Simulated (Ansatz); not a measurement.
# F2H6OSi: a reaction path by the nudged elastic band

Aim: the minimum-energy path between two given structures and its highest point. Both ends were relaxed at PBE0-D4 in triple zeta.

The runs use Ansatz 0.2.0, Gaussian basis; PBE0-D4/def2-SVP.

28 further runs of the same task are left out: 28 set aside as unsound or not needed. Runs told in other sessions of the task aren't counted.

## (1) Where the work starts

The first end: 10 atoms, charge 0, spin multiplicity 1.

Atoms are counted from 1 here; the program's logs count them from 0.

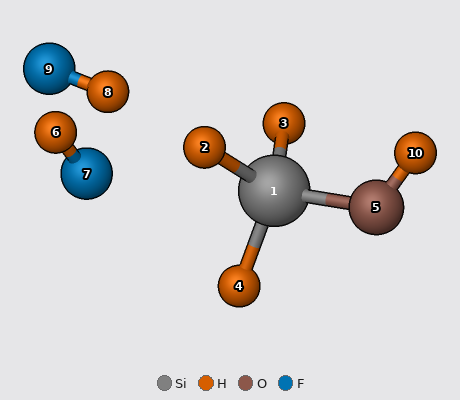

As it starts; silicon grey, hydrogen orange, oxygen brown, fluorine blue; atoms are numbered from 1 in the order of the file.

Coordinates:

```csv
atom,x (Å),y (Å),z (Å)
Si1,0.6332,0.7468,-0.2927
H2,-0.8469,0.4769,-0.1795
H3,1.2539,-0.4458,-0.9146
H4,1.1571,1.0644,1.0465
O5,0.8428,2.0932,-1.2116
H6,-0.4640,-1.9121,1.3572
F7,0.4257,-1.7032,1.5454
H8,-1.7128,-0.7684,0.2149
F9,-1.9962,-1.5792,0.5917
H10,0.7072,2.0274,-2.1573
```

The second end:

```xyz
10
charge 0, multiplicity 1
Si    1.4997    0.2324    0.1941
H    -2.3673    0.7288   -1.5577
H     1.8382   -0.5778   -0.9957
H     2.6151    1.0478    0.7038
O     0.2364    1.2193   -0.0361
H    -0.5748   -1.3895    1.1433
F     1.1356   -0.8532    1.3423
H    -2.4101    0.1277   -1.1137
F    -1.3784   -1.3882    0.6740
H    -0.5943    0.8527   -0.3543
```

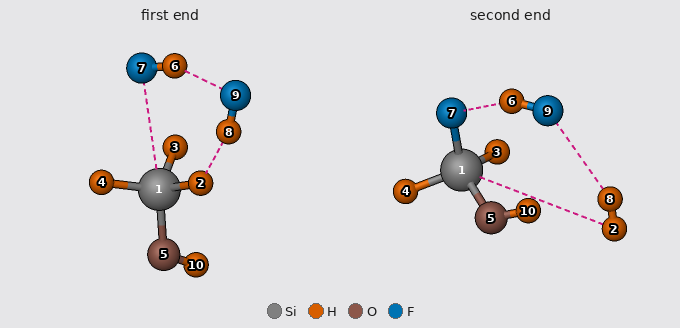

The two ends; dashed lines mark the contacts followed along the path.

## (2) The band at PBE0-D4/def2-SVP

neb/in.yaml reads:

```yaml
crystal:
  periodic: [false, false, false]
  atoms:
    - {symbol: Si, position_ang: [0.633201, 0.746784, -0.292661]}
    - {symbol: H, position_ang: [-0.846901, 0.476918, -0.179528]}
    - {symbol: H, position_ang: [1.253883, -0.445776, -0.914624]}
    - {symbol: H, position_ang: [1.157090, 1.064363, 1.046543]}
    - {symbol: O, position_ang: [0.842783, 2.093234, -1.211605]}
    - {symbol: H, position_ang: [-0.463984, -1.912116, 1.357211]}
    - {symbol: F, position_ang: [0.425730, -1.703226, 1.545434]}
    - {symbol: H, position_ang: [-1.712764, -0.768384, 0.214870]}
    - {symbol: F, position_ang: [-1.996205, -1.579247, 0.591692]}
    - {symbol: H, position_ang: [0.707170, 2.027448, -2.157334]}
basis:
  gaussian: {orbitals: def2-SVP}
hamiltonian: {xc: pbe0, dispersion: d4}
neb:
  images: 5
  climbing: true
  max_iterations: 40
  initial_path: idpp
  final_atoms:
    - {symbol: Si, position_ang: [1.499659, 0.232372, 0.194113]}
    - {symbol: H, position_ang: [-2.367309, 0.728802, -1.557703]}
    - {symbol: H, position_ang: [1.838181, -0.577830, -0.995728]}
    - {symbol: H, position_ang: [2.615071, 1.047847, 0.703837]}
    - {symbol: O, position_ang: [0.236447, 1.219271, -0.036114]}
    - {symbol: H, position_ang: [-0.574788, -1.389469, 1.143299]}
    - {symbol: F, position_ang: [1.135604, -0.853247, 1.342328]}
    - {symbol: H, position_ang: [-2.410091, 0.127692, -1.113688]}
    - {symbol: F, position_ang: [-1.378442, -1.388185, 0.673986]}
    - {symbol: H, position_ang: [-0.594330, 0.852745, -0.354332]}
```

On the command line:

```sh
$ ansatz run in.yaml --threads 4 --pin off --events-out ev --progress --plain --max-ram 9574MiB
```

Output:

```text
Functional definition: PBE0
  name "PBE0"
  cite "Adamo & Barone, J. Chem. Phys. 110, 6158 (1999) doi:10.1063/1.478522"
  cite "Perdew, Burke & Ernzerhof, Phys. Rev. Lett. 77, 3865 (1996) doi:10.1103/PhysRevLett.77.3865"
  parent pbe
  parameter a = 0.25
  parameter kappa = 0.804
  parameter beta = 0.06672455060314922
  exchange = (1 - a)*pbe_x(kappa = kappa, mu = beta*pi^2/3) + a*exact_x
  correlation = pbe_c(beta = beta)
924 factors; integrals over basis functions are off by at most 5.4e-4 eV
mean field evaluation 1: about -15432.4942 eV, gradient 5.7e1 eV
mean field evaluation 2: about -15425.9130 eV, gradient 8.3e1 eV
mean field evaluation 4: about -15437.6640 eV, gradient 2.8e0 eV
mean field evaluation 8: about -15437.6877 eV, gradient 6.5e-2 eV
mean field -15437.68766424 eV, -567.3245576201 hartree, gradient 1.5e-5 eV, S^2 0.000000; 0 other end points of the search recorded, 0 dependent functions left out
the calculation of the forces begins
reference -15437.68768670 eV, -567.3245584455 hartree; 23, 23 occupied and 67, 67 virtual orbitals, 924 factors
[... from here to the last solve, the lines of the solves are left out (165 solves) ...]
WARN: NEB end point (image 0): max|allowed force component| = 4.850e-1 eV/Å (the criterion of neb.relax_end_points is 1.000e-2). That is over neb.f_tol: it is no minimum, so the barrier can be far off. Relax it first
WARN: NEB end point (image 6): max|allowed force component| = 6.738e-1 eV/Å (the criterion of neb.relax_end_points is 1.000e-2). That is over neb.f_tol: it is no minimum, so the barrier can be far off. Relax it first
NEB iter   1: max|band force component| = 3.711e0 eV/Å  barrier→ = 4.6083 eV  barrier← = 5.7826 eV  Δτ_max = 0.2000 Å  (175 SCF iters)
NEB iter   2: max|band force component| = 2.660e0 eV/Å  barrier→ = 2.9222 eV  barrier← = 4.0964 eV  Δτ_max = 0.1017 Å  (151 SCF iters)
NEB iter   3: max|band force component| = 2.525e0 eV/Å  barrier→ = 2.2519 eV  barrier← = 3.4261 eV  Δτ_max = 0.1020 Å  (142 SCF iters)
NEB iter   4: max|band force component| = 2.441e0 eV/Å  barrier→ = 1.7515 eV  barrier← = 2.9257 eV  Δτ_max = 0.1007 Å  (141 SCF iters)
NEB iter   5: max|band force component| = 1.748e0 eV/Å  barrier→ = 1.2249 eV  barrier← = 2.3991 eV  Δτ_max = 0.2000 Å  (135 SCF iters)
NEB iter   6: max|band force component| = 3.126e0 eV/Å  barrier→ = 0.7933 eV  barrier← = 1.9676 eV  Δτ_max = 0.1020 Å  (144 SCF iters)
NEB iter   7: max|band force component| = 7.221e-1 eV/Å  barrier→ = 0.4565 eV  barrier← = 1.6307 eV  Δτ_max = 0.2000 Å  (135 SCF iters)
NEB iter   8: max|band force component| = 6.849e-1 eV/Å  barrier→ = 0.2043 eV  barrier← = 1.3785 eV  Δτ_max = 0.2000 Å  (136 SCF iters)
NEB iter   9: max|band force component| = 3.830e-1 eV/Å  barrier→ = 0.1648 eV  barrier← = 1.3391 eV  CI = image 1  Δτ_max = 0.1993 Å  (138 SCF iters)
NEB iter  10: max|band force component| = 8.884e-1 eV/Å  barrier→ = 0.3221 eV  barrier← = 1.4963 eV  CI = image 1  Δτ_max = 0.1007 Å  (138 SCF iters)
NEB iter  11: max|band force component| = 9.190e-1 eV/Å  barrier→ = 0.3363 eV  barrier← = 1.5105 eV  CI = image 1  Δτ_max = 0.1971 Å  (139 SCF iters)
NEB iter  12: max|band force component| = 9.413e-1 eV/Å  barrier→ = 0.4462 eV  barrier← = 1.6205 eV  CI = image 1  Δτ_max = 0.1963 Å  (141 SCF iters)
NEB iter  13: max|band force component| = 9.696e-1 eV/Å  barrier→ = 0.5969 eV  barrier← = 1.7711 eV  CI = image 1  Δτ_max = 0.2000 Å  (136 SCF iters)
NEB iter  14: max|band force component| = 7.792e-1 eV/Å  barrier→ = 0.8625 eV  barrier← = 2.0367 eV  CI = image 1  Δτ_max = 0.1895 Å  (141 SCF iters)
NEB iter  15: max|band force component| = 4.815e-1 eV/Å  barrier→ = 0.9190 eV  barrier← = 2.0933 eV  CI = image 1  Δτ_max = 0.0971 Å  (133 SCF iters)
NEB iter  16: max|band force component| = 4.093e-1 eV/Å  barrier→ = 0.9003 eV  barrier← = 2.0746 eV  CI = image 1  Δτ_max = 0.1957 Å  (136 SCF iters)
NEB iter  17: max|band force component| = 3.130e-1 eV/Å  barrier→ = 0.8878 eV  barrier← = 2.0620 eV  CI = image 1  Δτ_max = 0.0960 Å  (135 SCF iters)
NEB iter  18: max|band force component| = 2.636e-1 eV/Å  barrier→ = 0.8830 eV  barrier← = 2.0572 eV  CI = image 1  Δτ_max = 0.0982 Å  (135 SCF iters)
NEB iter  19: max|band force component| = 1.343e-1 eV/Å  barrier→ = 0.8806 eV  barrier← = 2.0549 eV  CI = image 1  Δτ_max = 0.0940 Å  (136 SCF iters)
NEB iter  20: max|band force component| = 9.286e-2 eV/Å  barrier→ = 0.8798 eV  barrier← = 2.0541 eV  CI = image 1  Δτ_max = 0.0975 Å  (133 SCF iters)
NEB iter  21: max|band force component| = 9.212e-2 eV/Å  barrier→ = 0.8795 eV  barrier← = 2.0537 eV  CI = image 1  Δτ_max = 0.0490 Å  (136 SCF iters)
NEB iter  22: max|band force component| = 1.176e-1 eV/Å  barrier→ = 0.8793 eV  barrier← = 2.0535 eV  CI = image 1  Δτ_max = 0.0245 Å  (136 SCF iters)
NEB iter  23: max|band force component| = 5.662e-2 eV/Å  barrier→ = 0.8791 eV  barrier← = 2.0534 eV  CI = image 1  Δτ_max = 0.0491 Å  (131 SCF iters)
926 factors; integrals over basis functions are off by at most 1.0e-3 eV
mean field -15436.78360777 eV, -567.2913341579 hartree, gradient 2.4e-6 eV, S^2 0.000000; 0 other end points of the search recorded, 0 dependent functions left out
the calculation of the forces begins
reference -15436.78362915 eV, -567.2913349436 hartree; 23, 23 occupied and 67, 67 virtual orbitals, 926 factors
NEB iter  24: max|band force component| = 4.077e-2 eV/Å  barrier→ = 0.8791 eV  barrier← = 2.0534 eV  CI = image 1  CI's point: of a kind that is not told: the force calls were inconclusive, a negative curvature could not be distinguished from the path's own, the only one lies far off the path, or fixed occupations may fill a level only in part  Δτ_max = 0.0000 Å  (1083 SCF iters)
WARN: NEB end point (image 6): the path dips 0.059851 eV below it before the top, so the barrier from the dip is that much higher. The path crosses a lower well, or the end point is a saddle point, which neb.relax_end_points tests for
Total energy: -15436.90701247 eV, -567.2958691967 hartree
Atom 0 at     0.698635     0.339427    -0.056087 Å, force    -0.000080     0.003346    -0.001314 eV/Å
Atom 1 at    -0.931187     0.157496    -0.461696 Å, force    -0.000714    -0.000234     0.000146 eV/Å
Atom 2 at     1.621209    -0.426133    -0.935927 Å, force     0.000137     0.000162    -0.000263 eV/Å
Atom 3 at     0.942097     0.856029     1.305830 Å, force    -0.000784    -0.000504    -0.000017 eV/Å
Atom 4 at     0.580020     1.818316    -0.850441 Å, force     0.000305    -0.007969    -0.001674 eV/Å
Atom 5 at    -0.726870    -1.496832     0.996409 Å, force    -0.002581     0.001225     0.000342 eV/Å
Atom 6 at     0.420683    -1.356200     0.773394 Å, force     0.001323    -0.000279     0.001328 eV/Å
Atom 7 at    -1.385462    -0.407063     0.122092 Å, force     0.002019     0.003591     0.001695 eV/Å
Atom 8 at    -1.797149    -1.269041     0.918302 Å, force     0.000722    -0.003062    -0.001500 eV/Å
Atom 9 at     0.578026     1.784000    -1.811877 Å, force    -0.000348     0.003724     0.001256 eV/Å
Dipole moment:     0.009623    -0.006530    -0.355182 e Å
```

Run time: 2 min. Hardware: 4 threads of Arm Neoverse V2, shared host.

The last band:

```csv
image,path (Å),energy (kJ/mol),Si1–F7 (Å),H6–F9 (Å),H2–H8 (Å),Si1–H2 (Å)
0,0.00,0.0,3.07,1.74,1.57,1.51
1,1.64,84.8,1.91,1.10,0.93,1.69
2,3.11,-67.6,1.65,0.93,0.76,2.70
3,4.57,-103.4,1.65,0.93,0.76,3.93
4,6.04,-109.4,1.65,0.93,0.76,4.17
5,7.51,-119.1,1.66,0.94,0.76,4.62
6,8.98,-113.3,1.62,0.93,0.75,4.27
```

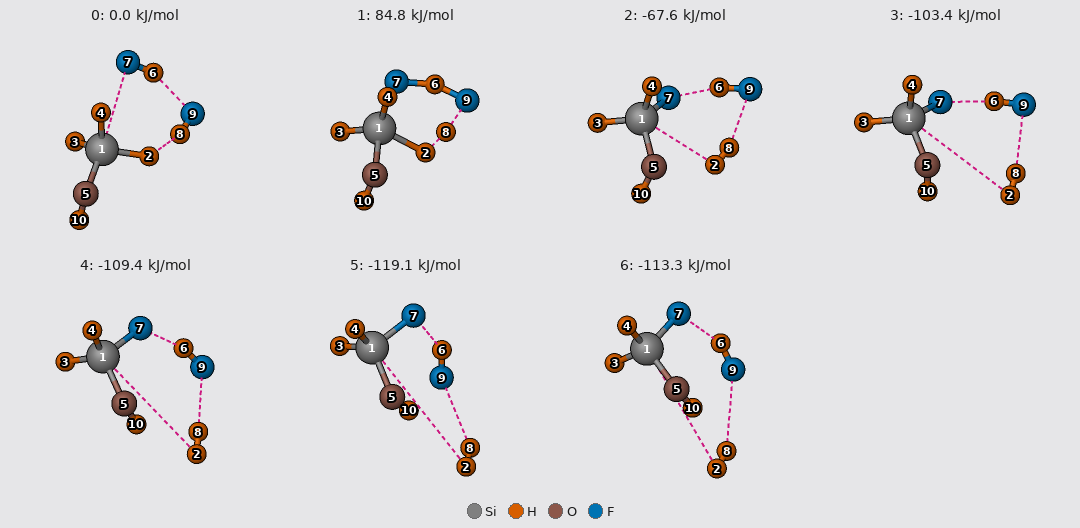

The images of the last band.

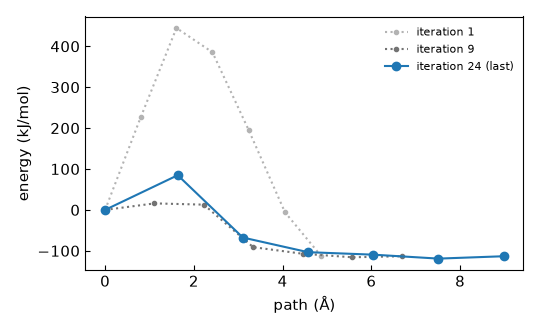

Energy along the path.

The highest image, 1:

```xyz
10

Si    0.6986    0.3394   -0.0561
H    -0.9312    0.1575   -0.4617
H     1.6212   -0.4261   -0.9359
H     0.9421    0.8560    1.3058
O     0.5800    1.8183   -0.8504
H    -0.7269   -1.4968    0.9964
F     0.4207   -1.3562    0.7734
H    -1.3855   -0.4071    0.1221
F    -1.7971   -1.2690    0.9183
H     0.5780    1.7840   -1.8119
```

## (3) Results

```
                                                                       quantity                                                  value
                                                PBE0-D4/def2-SVP, 24 iterations  highest 84.8 kJ/mol (image 1), last end -113.3 kJ/mol
from earlier runs: barrier over the separately found saddle, CCSD(T)/def2-TZVPP                                           123.9 kJ/mol
```

In words: The highest image lies 84.8 kJ/mol above the first end, and it climbed, so it estimates the saddle. The ends are not quite minima at this level (largest force component 0.67 eV/Å), so the heights are unreliable: relaxing the first end would lower it and raise the barrier above it. The highest image is 39.0 kJ/mol below the CCSD(T) barrier in triple zeta, which comes from separate runs on the saddle.
